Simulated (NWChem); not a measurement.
Single-point calculation, with input and output: NBrO (part 3 of 4)

Continued. System: NBrO (nitrosyl bromide). Method: B3LYP/6-31G*, RKS (NWChem 7.3.0). A bond length was changed on purpose from its optimised value.

Geometry of the input (Å):
```
O  1.3677  -1.6067  0.5799
N  0.3810  -1.5964  0.0384
Br -0.8968  1.2833  -0.3556
```

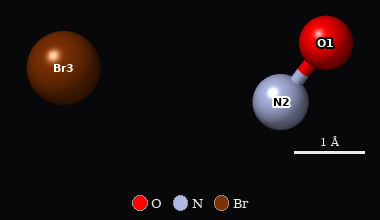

*The structure (ball-and-stick view, seen at a tilt; atoms are numbered from 1 in the order of the input). Sticks are drawn by distance; a stretched bond gets none, so the picture shows separate pieces.*

### What the program printed, continued
```
 Vector   31  Occ=0.000000D+00  E= 3.541985D-01
              MO Center= -8.8D-01,  1.2D+00, -3.5D-01, r^2= 3.9D+00
   Bfn.  Coefficient  Atom+Function         Bfn.  Coefficient  Atom+Function
  ----- ------------  ---------------      ----- ------------  ---------------
    44     -0.943542  3 Br py                40      0.896377  3 Br py
    43      0.739447  3 Br px                39     -0.699717  3 Br px
    45      0.305463  3 Br pz                41     -0.288672  3 Br pz
    36     -0.263248  3 Br py                16     -0.261403  2 N  s
    35      0.205153  3 Br px                18     -0.164111  2 N  py

 Vector   32  Occ=0.000000D+00  E= 3.662010D-01
              MO Center= -7.7D-01,  1.0D+00, -3.1D-01, r^2= 4.3D+00
   Bfn.  Coefficient  Atom+Function         Bfn.  Coefficient  Atom+Function
  ----- ------------  ---------------      ----- ------------  ---------------
    44      0.823288  3 Br py                43      0.789131  3 Br px
    40     -0.764553  3 Br py                39     -0.737696  3 Br px
    20     -0.617101  2 N  s                  6      0.567832  1 O  s
    45      0.522164  3 Br pz                41     -0.487586  3 Br pz
    21     -0.392884  2 N  px                 7     -0.338500  1 O  px

 Vector   33  Occ=0.000000D+00  E= 5.524251D-01
              MO Center= -7.5D-02, -7.0D-01, -1.2D-01, r^2= 4.5D+00
   Bfn.  Coefficient  Atom+Function         Bfn.  Coefficient  Atom+Function
  ----- ------------  ---------------      ----- ------------  ---------------
    22      0.875273  2 N  py                18     -0.638329  2 N  py
    20     -0.449922  2 N  s                 56     -0.377377  3 Br d -2
    16      0.359715  2 N  s                 60     -0.315888  3 Br d  2
    42     -0.308586  3 Br s                 21     -0.295727  2 N  px
    58     -0.275968  3 Br d  0              44      0.250212  3 Br py

 Vector   34  Occ=0.000000D+00  E= 5.554017D-01
              MO Center=  2.7D-01, -1.3D+00,  6.8D-03, r^2= 2.6D+00
   Bfn.  Coefficient  Atom+Function         Bfn.  Coefficient  Atom+Function
  ----- ------------  ---------------      ----- ------------  ---------------
    23      0.923642  2 N  pz                19     -0.725360  2 N  pz
    21     -0.507881  2 N  px                17      0.398853  2 N  px
    45     -0.245210  3 Br pz                41      0.197089  3 Br pz
     5     -0.192033  1 O  pz                57     -0.186848  3 Br d -1
    43      0.134833  3 Br px                39     -0.108373  3 Br px

 Vector   35  Occ=0.000000D+00  E= 5.752198D-01
              MO Center=  3.8D-01, -1.2D+00,  8.6D-02, r^2= 2.7D+00
   Bfn.  Coefficient  Atom+Function         Bfn.  Coefficient  Atom+Function
  ----- ------------  ---------------      ----- ------------  ---------------
    21      1.037368  2 N  px                20      0.847087  2 N  s
     6     -0.840676  1 O  s                 17     -0.676624  2 N  px
    23      0.601084  2 N  pz                16     -0.393469  2 N  s
    19     -0.393743  2 N  pz                22      0.286120  2 N  py
     3     -0.270019  1 O  px                56     -0.219934  3 Br d -2

 Vector   36  Occ=0.000000D+00  E= 6.216184D-01
              MO Center= -1.3D-01, -5.6D-01, -1.3D-01, r^2= 4.7D+00
   Bfn.  Coefficient  Atom+Function         Bfn.  Coefficient  Atom+Function
  ----- ------------  ---------------      ----- ------------  ---------------
    20      1.286284  2 N  s                 16     -0.838004  2 N  s
    60     -0.476401  3 Br d  2               6     -0.338057  1 O  s
     7      0.338755  1 O  px                56     -0.331679  3 Br d -2
    58     -0.328924  3 Br d  0              22     -0.312564  2 N  py
    18      0.282355  2 N  py                 4      0.181069  1 O  py

 Vector   37  Occ=0.000000D+00  E= 6.421081D-01
              MO Center= -8.0D-01,  1.1D+00, -3.2D-01, r^2= 1.8D+00
   Bfn.  Coefficient  Atom+Function         Bfn.  Coefficient  Atom+Function
  ----- ------------  ---------------      ----- ------------  ---------------
    57      0.784300  3 Br d -1              56     -0.387091  3 Br d -2
    59      0.290664  3 Br d  1              60      0.276009  3 Br d  2
    47     -0.192515  3 Br d -1              58     -0.191240  3 Br d  0
    23      0.187792  2 N  pz                19     -0.160586  2 N  pz
     5     -0.107999  1 O  pz                21     -0.103261  2 N  px

 Vector   38  Occ=0.000000D+00  E= 6.481193D-01
              MO Center= -7.6D-01,  9.2D-01, -3.2D-01, r^2= 2.3D+00
   Bfn.  Coefficient  Atom+Function         Bfn.  Coefficient  Atom+Function
  ----- ------------  ---------------      ----- ------------  ---------------
    60      0.621470  3 Br d  2              56     -0.513013  3 Br d -2
    59     -0.378216  3 Br d  1              21     -0.374327  2 N  px
    57     -0.330871  3 Br d -1              17      0.233249  2 N  px
    23     -0.225161  2 N  pz                 6      0.194654  1 O  s
    22     -0.180343  2 N  py                50     -0.152676  3 Br d  2

 Vector   39  Occ=0.000000D+00  E= 6.496382D-01
              MO Center= -9.0D-01,  1.3D+00, -3.6D-01, r^2= 1.1D+00
   Bfn.  Coefficient  Atom+Function         Bfn.  Coefficient  Atom+Function
  ----- ------------  ---------------      ----- ------------  ---------------
    58      0.720605  3 Br d  0              59     -0.455747  3 Br d  1
    60     -0.336748  3 Br d  2              57      0.325285  3 Br d -1
    56     -0.276758  3 Br d -2              48     -0.176617  3 Br d  0
    49      0.111698  3 Br d  1              50      0.082531  3 Br d  2
    47     -0.079744  3 Br d -1              46      0.067842  3 Br d -2

 Vector   40  Occ=0.000000D+00  E= 6.496576D-01
              MO Center= -8.9D-01,  1.3D+00, -3.6D-01, r^2= 1.1D+00
   Bfn.  Coefficient  Atom+Function         Bfn.  Coefficient  Atom+Function
  ----- ------------  ---------------      ----- ------------  ---------------
    59      0.753406  3 Br d  1              58      0.473824  3 Br d  0
    56     -0.349023  3 Br d -2              57     -0.324550  3 Br d -1
    49     -0.184634  3 Br d  1              48     -0.116152  3 Br d  0
    46      0.085593  3 Br d -2              47      0.079584  3 Br d -1
    54     -0.054291  3 Br d  1              21     -0.050004  2 N  px

 Vector   41  Occ=0.000000D+00  E= 7.343521D-01
              MO Center=  1.7D+00, -1.5D+00,  7.6D-01, r^2= 1.6D+00
   Bfn.  Coefficient  Atom+Function         Bfn.  Coefficient  Atom+Function
  ----- ------------  ---------------      ----- ------------  ---------------
     7      1.351944  1 O  px                20      1.010862  2 N  s
     9      0.759005  1 O  pz                 3     -0.663156  1 O  px
     6     -0.565856  1 O  s                  5     -0.379724  1 O  pz
    21      0.270851  2 N  px                 2     -0.267046  1 O  s
    23      0.161847  2 N  pz                16      0.149417  2 N  s

 Vector   42  Occ=0.000000D+00  E= 7.860578D-01
              MO Center=  9.5D-01, -1.4D+00,  3.8D-01, r^2= 2.6D+00
   Bfn.  Coefficient  Atom+Function         Bfn.  Coefficient  Atom+Function
  ----- ------------  ---------------      ----- ------------  ---------------
     8      0.986272  1 O  py                 4     -0.722546  1 O  py
    16     -0.707004  2 N  s                 20      0.581186  2 N  s
    44      0.306774  3 Br py                 7     -0.289289  1 O  px
    42     -0.263218  3 Br s                 21     -0.244232  2 N  px
    38     -0.224500  3 Br s                 40     -0.225373  3 Br py

 Vector   43  Occ=0.000000D+00  E= 8.064773D-01
              MO Center=  1.3D+00, -1.6D+00,  5.5D-01, r^2= 1.7D+00
   Bfn.  Coefficient  Atom+Function         Bfn.  Coefficient  Atom+Function
  ----- ------------  ---------------      ----- ------------  ---------------
     9      1.154292  1 O  pz                 5     -0.755747  1 O  pz
    23     -0.660220  2 N  pz                 7     -0.634709  1 O  px
     3      0.415561  1 O  px                21      0.363034  2 N  px
    19      0.218765  2 N  pz                 8     -0.123725  1 O  py
    17     -0.120292  2 N  px                 4      0.081006  1 O  py

 Vector   44  Occ=0.000000D+00  E= 8.769982D-01
              MO Center=  2.4D-01, -7.6D-01,  4.8D-02, r^2= 3.5D+00
   Bfn.  Coefficient  Atom+Function         Bfn.  Coefficient  Atom+Function
  ----- ------------  ---------------      ----- ------------  ---------------
    22      1.020188  2 N  py                 8     -0.867027  1 O  py
    16     -0.704171  2 N  s                 20      0.616907  2 N  s
    44      0.493065  3 Br py                18     -0.468805  2 N  py
    42     -0.471100  3 Br s                  4      0.455722  1 O  py
    21     -0.414105  2 N  px                38     -0.359550  3 Br s

 Vector   45  Occ=0.000000D+00  E= 1.365174D+00
              MO Center=  8.3D-01, -1.6D+00,  2.8D-01, r^2= 8.9D-01
   Bfn.  Coefficient  Atom+Function         Bfn.  Coefficient  Atom+Function
  ----- ------------  ---------------      ----- ------------  ---------------
    25      0.593090  2 N  d -1              11      0.533876  1 O  d -1
    24     -0.326894  2 N  d -2              10     -0.294034  1 O  d -2
    26      0.090619  2 N  d  0              12      0.080035  1 O  d  0
    28      0.076026  2 N  d  2              14      0.069303  1 O  d  2
    27      0.050326  2 N  d  1              13      0.046409  1 O  d  1

 Vector   46  Occ=0.000000D+00  E= 1.370800D+00
              MO Center=  8.3D-01, -1.6D+00,  2.9D-01, r^2= 9.5D-01
   Bfn.  Coefficient  Atom+Function         Bfn.  Coefficient  Atom+Function
  ----- ------------  ---------------      ----- ------------  ---------------
    26      0.441736  2 N  d  0              28      0.425438  2 N  d  2
    12      0.404905  1 O  d  0               6     -0.387729  1 O  s
    14      0.384569  1 O  d  2              27      0.271035  2 N  d  1
    13      0.247807  1 O  d  1              20      0.214122  2 N  s
    21      0.169123  2 N  px                 2      0.143949  1 O  s

 Vector   47  Occ=0.000000D+00  E= 1.404743D+00
              MO Center=  9.7D-01, -1.6D+00,  3.6D-01, r^2= 1.7D+00
   Bfn.  Coefficient  Atom+Function         Bfn.  Coefficient  Atom+Function
  ----- ------------  ---------------      ----- ------------  ---------------
     6      4.859533  1 O  s                 20     -3.756442  2 N  s
    21     -1.871479  2 N  px                 7     -1.744703  1 O  px
     2     -1.668584  1 O  s                 23     -1.034028  2 N  pz
     9     -0.955113  1 O  pz                16      0.503259  2 N  s
    27      0.175215  2 N  d  1               3      0.115498  1 O  px

 Vector   48  Occ=0.000000D+00  E= 1.423075D+00
              MO Center=  8.5D-01, -1.6D+00,  3.0D-01, r^2= 9.1D-01
   Bfn.  Coefficient  Atom+Function         Bfn.  Coefficient  Atom+Function
  ----- ------------  ---------------      ----- ------------  ---------------
    26     -0.447350  2 N  d  0              12      0.423086  1 O  d  0
    27      0.328961  2 N  d  1              13     -0.310624  1 O  d  1
    28      0.259676  2 N  d  2              14     -0.245048  1 O  d  2
    19      0.224080  2 N  pz                 5      0.177940  1 O  pz
    17     -0.123215  2 N  px                 3     -0.097843  1 O  px

 Vector   49  Occ=0.000000D+00  E= 1.432207D+00
              MO Center=  8.5D-01, -1.6D+00,  2.9D-01, r^2= 9.3D-01
   Bfn.  Coefficient  Atom+Function         Bfn.  Coefficient  Atom+Function
  ----- ------------  ---------------      ----- ------------  ---------------
    24     -0.540072  2 N  d -2              10      0.505995  1 O  d -2
    25     -0.291962  2 N  d -1              11      0.281187  1 O  d -1
    18      0.243188  2 N  py                 4      0.203800  1 O  py
    20      0.086497  2 N  s                  6     -0.075995  1 O  s
    26     -0.056688  2 N  d  0              22     -0.055079  2 N  py

 Vector   50  Occ=0.000000D+00  E= 1.837561D+00
              MO Center=  9.2D-01, -1.6D+00,  3.3D-01, r^2= 9.9D-01
   Bfn.  Coefficient  Atom+Function         Bfn.  Coefficient  Atom+Function
  ----- ------------  ---------------      ----- ------------  ---------------
    11      0.689781  1 O  d -1              25     -0.639621  2 N  d -1
    10     -0.380169  1 O  d -2              24      0.352372  2 N  d -2
    12      0.105265  1 O  d  0              26     -0.096563  2 N  d  0
    14      0.088493  1 O  d  2              28     -0.082648  2 N  d  2
    13      0.058622  1 O  d  1              27     -0.055114  2 N  d  1

 Vector   51  Occ=0.000000D+00  E= 1.839131D+00
              MO Center=  9.1D-01, -1.6D+00,  3.3D-01, r^2= 1.0D+00
   Bfn.  Coefficient  Atom+Function         Bfn.  Coefficient  Atom+Function
  ----- ------------  ---------------      ----- ------------  ---------------
    12      0.520974  1 O  d  0              26     -0.489244  2 N  d  0
    14      0.482127  1 O  d  2              28     -0.447913  2 N  d  2
    13      0.333035  1 O  d  1              27     -0.314894  2 N  d  1
    11     -0.135219  1 O  d -1              25      0.122019  2 N  d -1
    20      0.073609  2 N  s                 24     -0.066894  2 N  d -2

 Vector   52  Occ=0.000000D+00  E= 2.370341D+00
              MO Center=  4.2D-01, -1.6D+00,  6.0D-02, r^2= 8.5D-01
   Bfn.  Coefficient  Atom+Function         Bfn.  Coefficient  Atom+Function
  ----- ------------  ---------------      ----- ------------  ---------------
    20      1.177209  2 N  s                  6     -0.987333  1 O  s
    27     -0.924207  2 N  d  1              28      0.844546  2 N  d  2
    21      0.838353  2 N  px                 3      0.619013  1 O  px
     2     -0.591862  1 O  s                 23      0.460209  2 N  pz
     5      0.339412  1 O  pz                16     -0.252554  2 N  s

 Vector   53  Occ=0.000000D+00  E= 2.495878D+00
              MO Center=  8.7D-01, -1.6D+00,  3.1D-01, r^2= 1.2D+00
   Bfn.  Coefficient  Atom+Function         Bfn.  Coefficient  Atom+Function
  ----- ------------  ---------------      ----- ------------  ---------------
    12      0.799542  1 O  d  0              26      0.794111  2 N  d  0
    13     -0.587453  1 O  d  1              27     -0.583220  2 N  d  1
     9     -0.509265  1 O  pz                14     -0.463572  1 O  d  2
    28     -0.460157  2 N  d  2              23      0.412421  2 N  pz
     7      0.280029  1 O  px                21     -0.226777  2 N  px

 Vector   54  Occ=0.000000D+00  E= 2.511798D+00
              MO Center=  8.7D-01, -1.6D+00,  3.1D-01, r^2= 1.2D+00
   Bfn.  Coefficient  Atom+Function         Bfn.  Coefficient  Atom+Function
  ----- ------------  ---------------      ----- ------------  ---------------
    10      0.964045  1 O  d -2              24      0.953621  2 N  d -2
     8     -0.597187  1 O  py                11      0.527659  1 O  d -1
    25      0.523971  2 N  d -1              22      0.512577  2 N  py
    18      0.201577  2 N  py                12      0.079940  1 O  d  0
    26      0.074581  2 N  d  0               4     -0.070559  1 O  py

 Vector   55  Occ=0.000000D+00  E= 2.745904D+00
              MO Center=  1.3D+00, -1.6D+00,  5.4D-01, r^2= 1.1D+00
   Bfn.  Coefficient  Atom+Function         Bfn.  Coefficient  Atom+Function
  ----- ------------  ---------------      ----- ------------  ---------------
     6      3.711479  1 O  s                 20     -2.564272  2 N  s
     7     -1.868104  1 O  px                21     -1.225282  2 N  px
    13     -1.093276  1 O  d  1               9     -1.024963  1 O  pz
    16     -1.020477  2 N  s                 14      0.998088  1 O  d  2
    17     -0.988347  2 N  px                 2     -0.675142  1 O  s

 Vector   56  Occ=0.000000D+00  E= 4.741419D+00
              MO Center= -9.0D-01,  1.3D+00, -3.6D-01, r^2= 4.0D-01
   Bfn.  Coefficient  Atom+Function         Bfn.  Coefficient  Atom+Function
  ----- ------------  ---------------      ----- ------------  ---------------
    52      0.980511  3 Br d -1              47     -0.665508  3 Br d -1
    51     -0.486185  3 Br d -2              57     -0.423839  3 Br d -1
    54      0.352205  3 Br d  1              55      0.336309  3 Br d  2
    46      0.329990  3 Br d -2              49     -0.239057  3 Br d  1
    50     -0.228267  3 Br d  2              53     -0.223571  3 Br d  0

 Vector   57  Occ=0.000000D+00  E= 4.744085D+00
              MO Center= -9.0D-01,  1.3D+00, -3.6D-01, r^2= 4.1D-01
   Bfn.  Coefficient  Atom+Function         Bfn.  Coefficient  Atom+Function
  ----- ------------  ---------------      ----- ------------  ---------------
    55      0.878469  3 Br d  2              51     -0.611629  3 Br d -2
    50     -0.596037  3 Br d  2              52     -0.446192  3 Br d -1
    46      0.415025  3 Br d -2              60     -0.380496  3 Br d  2
    54     -0.336861  3 Br d  1              47      0.302755  3 Br d -1
    56      0.264645  3 Br d -2              49      0.228577  3 Br d  1
```
